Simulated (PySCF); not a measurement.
**SiH2ClO (SMILES O[SiH]Cl) at 6 levels**

We compute a comparison of 6 runs (U-wB97X-V/STO-3G, UB2PLYP/STO-3G, UM06-2X/STO-3G, UMP2/STO-3G, UCISD/STO-3G, ROCCSD(T)/STO-3G) of SiH2ClO. The job is set up through a Python script.

Program for the calculation: PySCF 2.14.0.

5 further runs of the same task are left out: 1 that didn't finish, 4 set aside as unsound or not needed.

### Step 1. The molecule

SiH2ClO: 5 atoms, total charge 0, spin state doublet. SMILES: `O[SiH]Cl`. The O1–Si2 distance was set to 4.590 Å, away from the relaxed value. At this shape a bond of the SMILES string is far longer than usual.

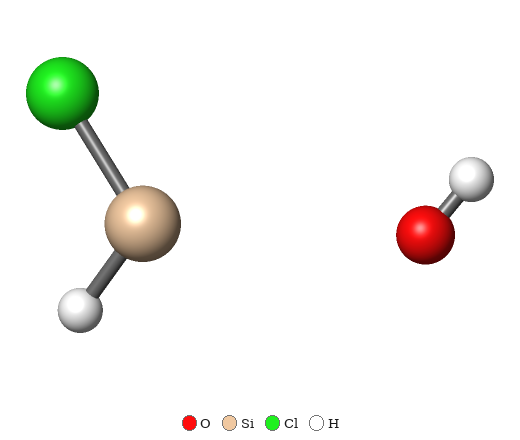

Viewed from a chosen angle; oxygen red, silicon light orange, chlorine green, hydrogen white.

### Step 2. A single-point energy at U-wB97X-V/STO-3G (run 1)

Input file calc.py:

```python
from pyscf import gto, dft

system = gto.Mole()
system.atom = '''
O     -3.951276    -3.917820    -5.358082
Si    -0.174422     0.906691     0.782347
Cl     3.036034    -0.832991     2.161091
H     -4.363236    -5.639738    -4.967854
H      0.597153     3.281131    -0.512305
'''
system.max_memory = 1860
system.unit = 'bohr'
system.verbose = 3
system.basis = 'sto-3g'
system.spin = 1
system.build()

myscf = dft.UKS(system, xc='wb97x-v')
myscf.conv_tol = 1e-10
myscf.grids.level = 5
myscf.nlcgrids.level = 1
myscf.kernel()
if not myscf.converged:
    myscf = myscf.newton().run(myscf.mo_coeff, myscf.mo_occ)

e_final = myscf.e_tot
print('Final energy', e_final)
```

On the command line:

```console
OMP_NUM_THREADS=1 python calc.py
```

Log:

```text
WARN: HOMO -0.209347211225743 >= LUMO -0.209347211225742

WARN: HOMO 0.023521279080355 >= LUMO 0.0237328760744558

WARN: HOMO -0.0572695469185517 >= LUMO -0.0563519084439195

converged SCF energy = -816.442301507421  <S^2> = 0.75093654  2S+1 = 2.0009363
Final energy -816.4423015074207
```

It took 76 s on 1 thread of Arm Neoverse V1, shared host; peak memory 0.23 GiB.

### Step 3. A single-point energy at UB2PLYP/STO-3G (run 2)

Input file job.py:

```python
from pyscf import gto, dft, mp

mol = gto.Mole()
mol.atom = '''
O     -3.951276    -3.917820    -5.358082
Si    -0.174422     0.906691     0.782347
Cl     3.036034    -0.832991     2.161091
H     -4.363236    -5.639738    -4.967854
H      0.597153     3.281131    -0.512305
'''
mol.charge = 0
mol.verbose = 3
mol.max_memory = 1860
mol.basis = 'sto-3g'
mol.spin = 1
mol.unit = 'bohr'
mol.build()

mf = dft.UKS(mol)
mf.xc = '0.53*HF + 0.47*B88, 0.73*LYP'
mf.grids.level = 5
mf.conv_tol = 1e-10
mf.kernel()
if not mf.converged:
    mf = mf.newton().run(mf.mo_coeff, mf.mo_occ)

pt = mp.MP2(mf, frozen=11).run()
e_tot = mf.e_tot + 0.27 * pt.e_corr
print('PT2 part  %.8f' % (0.27 * pt.e_corr))
print('E = %.10f Eh' % e_tot)
```

On the command line:

```console
OMP_NUM_THREADS=1 python job.py
```

Log:

```text
WARN: HOMO -0.203104809439756 >= LUMO -0.203104809439755

WARN: HOMO -0.0297314352725504 >= LUMO -0.0297315176652028

converged SCF energy = -816.139714588531  <S^2> = 0.75150923  2S+1 = 2.0015087
E(UMP2) = -816.208542333879  E_corr = -0.0688277453487105
E(SCS-UMP2) = -816.218649607645  E_corr = -0.078935019114503
PT2 part  -0.01858349
E = -816.1582980798 Eh
```

Wall time 14 s (1 thread of Arm Neoverse V1, shared host); peak memory 0.23 GiB.

Run 3 isn't shown in full; the table further down has it.

### Step 4. The energy at UMP2/STO-3G (run 4)

Input file mol.xyz:

```xyz
5

O     -2.090925    -2.073221    -2.835375
Si    -0.092300     0.479800     0.414000
Cl     1.606600    -0.440800     1.143600
H     -2.308925    -2.984421    -2.628875
H      0.316000     1.736300    -0.271100
```

Input file calc.py:

```python
from pyscf import gto, scf, mp

mol = gto.M(
    atom='mol.xyz',
    spin=1,
    charge=0,
    max_memory=1860,
    verbose=3,
    basis='sto-3g',
)

myscf = scf.UHF(mol)
myscf.conv_tol = 1e-10
myscf.kernel()
if not myscf.converged:
    myscf = myscf.newton().run(myscf.mo_coeff, myscf.mo_occ)

pt = mp.MP2(myscf, frozen=11).run()
e_final = pt.e_tot
print('Final energy', e_final)
```

On the command line:

```console
OMP_NUM_THREADS=1 python calc.py
```

Log:

```text
converged SCF energy = -815.110472267445  <S^2> = 0.93132697  2S+1 = 2.1737773
E(UMP2) = -815.156630925248  E_corr = -0.0461586578026841
E(SCS-UMP2) = -815.163905403133  E_corr = -0.0534331356880257
Final energy -815.1566309252479
```

It took 0.99 s on 1 thread of Arm Neoverse V1, shared host; peak memory 0.12 GiB.

Run 5 isn't shown in full; the table further down has it.

### Step 5. The energy at ROCCSD(T)/STO-3G (run 6)

Input file calc.py:

```python
from pyscf import gto, scf, cc

molecule = gto.M(
    atom='''
O     -3.951276    -3.917820    -5.358082
Si    -0.174422     0.906691     0.782347
Cl     3.036034    -0.832991     2.161091
H     -4.363236    -5.639738    -4.967854
H      0.597153     3.281131    -0.512305
''',
    spin=1,
    unit='bohr',
    basis='sto-3g',
    max_memory=1860,
    verbose=3,
)

mf = scf.ROHF(molecule)
mf.conv_tol = 1e-10
mf.kernel()
if not mf.converged:
    mf = mf.newton().run(mf.mo_coeff, mf.mo_occ)

mycc = cc.CCSD(mf, frozen=11)
mycc.kernel()
e_t = mycc.ccsd_t()
etot = mycc.e_tot + e_t
print(f'total energy: {etot:.8f} hartree')
```

On the command line:

```console
OMP_NUM_THREADS=1 python calc.py
```

Log:

```text
converged SCF energy = -815.108793454672

WARN: RCCSD method does not support ROHF method. ROHF object is converted to UHF object and UCCSD method is called.

E(UCCSD) = -815.184114854935  E_corr = -0.07532140026311671
UCCSD(T) correction = -0.000990534981036764
total energy: -815.18510539 hartree
```

Run time: 1.4 s. Hardware: 1 thread of Arm Neoverse V1, shared host; peak memory 0.12 GiB.

### Step 6. Overview of the runs

```csv
run,level,nlc grid,frozen core orbitals,energy (Eh),dipole moment (D) of the reference,HOMO energy (eV),LUMO energy (eV),wall time
1,U-wB97X-V/STO-3G,1,–,-816.442302,2.06,-6.31,3.01,76 s
2,UB2PLYP/STO-3G,–,11,-816.158298,2.12,-4.97,2.21,14 s
3,UM06-2X/STO-3G,–,–,-816.579124,2.09,-5.07,1.61,17 s
4,UMP2/STO-3G,–,11,-815.156631,2.53,-6.92,5.14,0.99 s
5,UCISD/STO-3G,–,11,-815.179170,2.53,-6.92,5.14,1 s
6,ROCCSD(T)/STO-3G,–,11,-815.185105,2.38,–,–,1.4 s
```

### Step 7. What came out

```
                                           quantity          value
                                run 6: total energy  -815.18511 Eh
        run 6: dipole moment (Hartree–Fock density)         2.38 D
run 6: correlation energy (11 core orbitals frozen)      -76.3 mEh
                              run 6: (T) correction      -0.99 mEh
           run 6: ⟨S²⟩ of the reference determinant          0.750
                               run 6: T1 diagnostic          0.010
```

Over runs 1, 2, 3 the dipole moment (its size) runs from 2.06 D (U-wB97X-V/STO-3G) to 2.12 D (UB2PLYP/STO-3G). A double hybrid's value is that of its SCF part. Totals of different functionals can't be ranked against each other. In runs 1, 2, 3, 4, 5, 6 the basis is minimal, so the values are rough. Spin contamination of the reference: run 4 ⟨S²⟩ = 0.93, run 5 ⟨S²⟩ = 0.93. All runs together took 1.8 min, the longest 76 s.
